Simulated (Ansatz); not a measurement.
```xyz
8

N     0.8291   -0.1841    1.3658
C     0.2716   -0.4480    0.1670
C    -0.0484    0.4878   -0.7555
C    -0.5524    0.6644   -1.9305
O    -0.9869    0.9771   -2.9778
H     1.0352    0.7750    1.6233
H     1.0490   -0.9229    2.0205
H     0.0965   -1.5243    0.0049
```

The calculation used RKS B3LYP/def2-SVP in Ansatz.

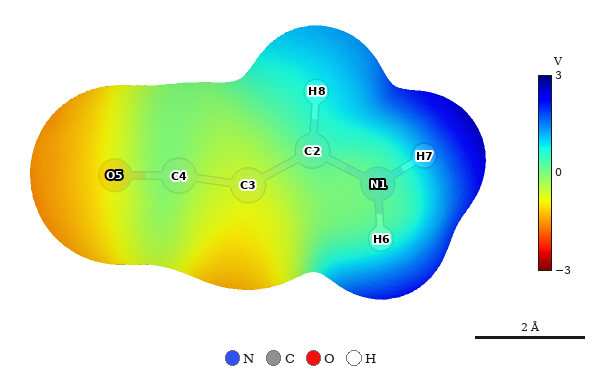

C$_{3}$H$_{3}$NO (SMILES NC=C=C=O). The molecular electrostatic potential painted on the density surface at 0.002 e/bohr³, seen at a tilt; red is negative and blue positive.

> Where is the surface potential most negative and most positive?

The most negative region (about −1.6 V, or −37 kcal/mol for a unit charge) lies over O5, the most positive (about +2.6 V, or +60 kcal/mol for a unit charge) over H7. O5 is the likeliest acceptor of a hydrogen bond.
